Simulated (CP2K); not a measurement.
Band structure of BaAlGe (P-6m2, 3 atoms in the cell).

```
CELL_PARAMETERS angstrom
      4.43750     0.00000     0.00000
     -2.21875     3.84298     0.00000
      0.00000     0.00000     5.32971
ATOMIC_POSITIONS crystal
  Ba 0.00000 0.00000 0.00000
  Al 0.66667 0.33333 0.50000
  Ge 0.33333 0.66667 0.50000
```

Computed with CP2K with PBEsol, GPW, DZVP-MOLOPT-SR-GTH basis, GTH-PBE potentials (GTH_POTENTIALS).

Settings: CUTOFF = 500 Ry; REL_CUTOFF = 50 Ry; SMEAR/METHOD = FERMI_DIRAC; ELECTRONIC_TEMPERATURE = 1160.45 K; KPOINTS/SCHEME = MONKHORST-PACK 6 6 4; GAMMA_CENTERED = T; XC_FUNCTIONAL = PBE:PBESOL; Ba/BASIS_SET = DZVP-MOLOPT-SR-GTH-q10; Ba/POTENTIAL = GTH-PBE-q10; Al/BASIS_SET = DZVP-MOLOPT-SR-GTH-q3; Al/POTENTIAL = GTH-PBE-q3; Ge/BASIS_SET = DZVP-MOLOPT-SR-GTH-q4; Ge/POTENTIAL = GTH-PBE-q4; METHOD = GPW.

The starting cell comes from a database of computed structures (which also holds hypothetical and non-ambient phases and stackings), without a prior relaxation at this level. Its lattice was rescaled by a random factor within 2.5 % of one. Values carry the incompleteness of an atom-centred basis. The potentials were made for another functional than the one used.

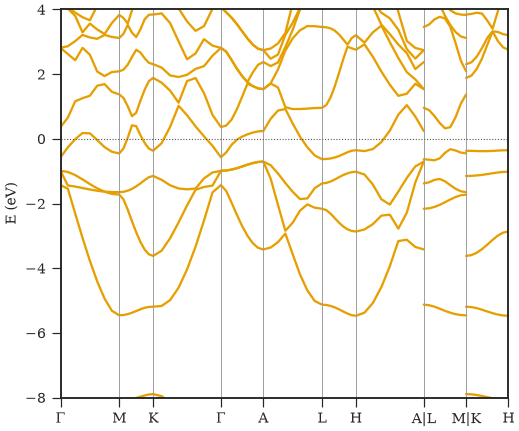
Bands along the path, energies from the Fermi level.

Levels in eV from the Fermi level, bands 6 to 11:
```
point      6      7      8      9    10    11
-----  -----  -----  -----  -----  ----  ----
Γ      -1.43  -0.99  -0.99  -0.57  0.36  2.81
M      -5.46  -1.72  -1.65  -0.45  1.37  2.09
K      -5.19  -3.62  -1.15  -0.37  1.88  2.31
A      -3.42  -0.70  -0.70   0.24  1.54  1.54
L      -5.13  -2.16  -1.38  -0.63  0.96  3.46
H      -5.47  -2.86  -1.02  -0.35  2.76  3.21
```

Bands cross the Fermi level along this path, so the cell is metallic at this level.

Higher empty bands are left out: an atom-centred basis made for the valence describes them poorly.
